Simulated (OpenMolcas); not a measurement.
How basis sets differ on KLi (Lithium Potassium)

The species is KLi (2 atoms), meant as a singlet with charge 0. As SMILES, `[Li][K]`. The bond length is the measured one.

```xyz
2

Li    0.0000    0.0000    0.0000
K     0.0000    0.0000    3.2700
```

Each level gives the vertical electron affinity (to the doublet anion) (eV). The values are calculated.

The electron affinity is E(neutral) − E(anion): positive where the electron is bound.

```json
{"level": "CCSD(T)/STO-3G, open shells restricted", "kind": "coupled cluster or CI", "program": "OpenMolcas", "value (eV)": "-3.02", "less CCSD(T)/6-311++G(2d,2p)": "-3.42"}
{"level": "CCSD(T)/3-21G, open shells restricted", "kind": "coupled cluster or CI", "program": "OpenMolcas", "value (eV)": "0.39", "less CCSD(T)/6-311++G(2d,2p)": "-0.01"}
{"level": "CCSD(T)/6-31G, open shells restricted", "kind": "coupled cluster or CI", "program": "OpenMolcas", "value (eV)": "0.35", "less CCSD(T)/6-311++G(2d,2p)": "-0.05"}
{"level": "CCSD(T)/6-31G** (spherical functions), open shells restricted", "kind": "coupled cluster or CI", "program": "OpenMolcas", "value (eV)": "0.34", "less CCSD(T)/6-311++G(2d,2p)": "-0.06"}
{"level": "CCSD(T)/6-311G**, open shells restricted", "kind": "coupled cluster or CI", "program": "OpenMolcas", "value (eV)": "0.38", "less CCSD(T)/6-311++G(2d,2p)": "-0.02"}
{"level": "CCSD(T)/6-311++G**, open shells restricted", "kind": "coupled cluster or CI", "program": "OpenMolcas", "value (eV)": "0.41", "less CCSD(T)/6-311++G(2d,2p)": "+0.01"}
{"level": "CCSD(T)/6-311++G(2d,2p), open shells restricted", "kind": "coupled cluster or CI", "program": "OpenMolcas", "value (eV)": "0.40", "less CCSD(T)/6-311++G(2d,2p)": "0.00"}
```

Differences are taken from CCSD(T)/6-311++G(2d,2p), open shells restricted for orientation; it has basis-set and higher-order errors of its own. The values span -3.02 to 0.41 eV. High-level rows in very small sets aren't better than simpler rows in larger ones.

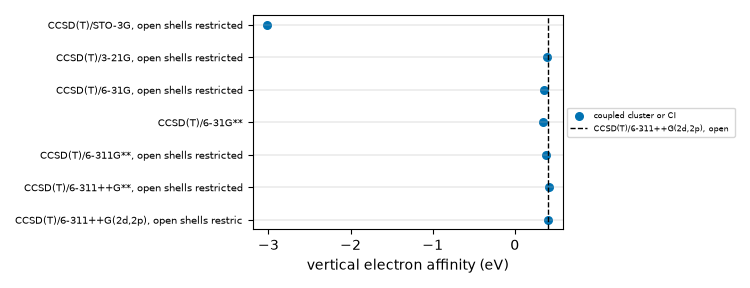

The values of the table, level by level.
